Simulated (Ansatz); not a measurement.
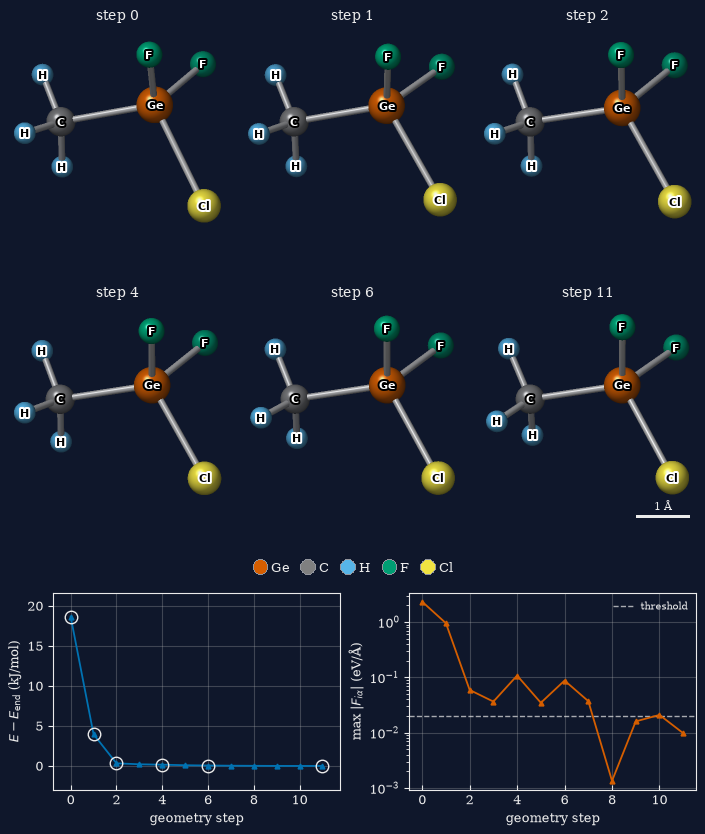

Frames of a relaxation of CH$_{3}$ClF$_{2}$Ge, marked on the history of the run. A ball-and-stick model, seen at a tilt.

The run prepares the start of a later molecular dynamics calculation, from a guessed geometry.

Method: Ansatz 0.2.0, RKS PBE0-D4/def2-SVP. (no spin polarisation; force threshold 0.02 eV/Å; at most 40 steps)

Q: Describe the path.

A: The energy falls by 18.7 kJ/mol in 11 geometry steps. Largest force component: 2.3 eV/Å at the start, 0.0098 eV/Å at the end. The largest moves after the best rigid fit, 0.23 Å, are those of H atoms. By element the largest moves are H 0.23 Å, Cl 0.17 Å, F 0.14 Å, Ge 0.08 Å, C 0.02 Å. Near-neighbour distances that change, for instance: Cl–Ge 2.218 → 2.129 Å, C–Ge 1.960 → 1.914 Å, F–Ge 1.679 → 1.724 Å, C–H 1.110 → 1.098 Å. Among the angles between lasting bonds that change: F–Ge–F 109.5° → 104.4°, C–Ge–Cl 109.5° → 114.5°, F–Ge–Cl 109.5° → 107.1°. From step 0 to 1: the Cl atom moves most (0.12 Å), energy −14.7 kJ/mol. From step 1 to 2: an F atom moves most (0.06 Å), energy −3.63 kJ/mol. From step 2 to 4: an H atom moves most (0.04 Å), energy −0.17 kJ/mol. From step 4 to 6: H atoms move most (0.10 Å), energy −0.10 kJ/mol. From step 6 to 11: H atoms move most (0.08 Å), energy −0.05 kJ/mol.

```json
{"step": "0", "E − E(0), kJ/mol": "0.00", "largest force component, eV/Å": "2.3276"}
{"step": "1", "E − E(0), kJ/mol": "-14.70", "largest force component, eV/Å": "0.9524"}
{"step": "2", "E − E(0), kJ/mol": "-18.33", "largest force component, eV/Å": "0.0593"}
{"step": "3", "E − E(0), kJ/mol": "-18.45", "largest force component, eV/Å": "0.0365"}
{"step": "4", "E − E(0), kJ/mol": "-18.50", "largest force component, eV/Å": "0.1078"}
{"step": "5", "E − E(0), kJ/mol": "-18.57", "largest force component, eV/Å": "0.0348"}
{"step": "6", "E − E(0), kJ/mol": "-18.60", "largest force component, eV/Å": "0.0876"}
{"step": "7", "E − E(0), kJ/mol": "-18.63", "largest force component, eV/Å": "0.0372"}
{"step": "8", "E − E(0), kJ/mol": "-18.64", "largest force component, eV/Å": "0.0013"}
{"step": "9", "E − E(0), kJ/mol": "-18.65", "largest force component, eV/Å": "0.0160"}
{"step": "10", "E − E(0), kJ/mol": "-18.65", "largest force component, eV/Å": "0.0210"}
{"step": "11", "E − E(0), kJ/mol": "-18.66", "largest force component, eV/Å": "0.0098"}
```
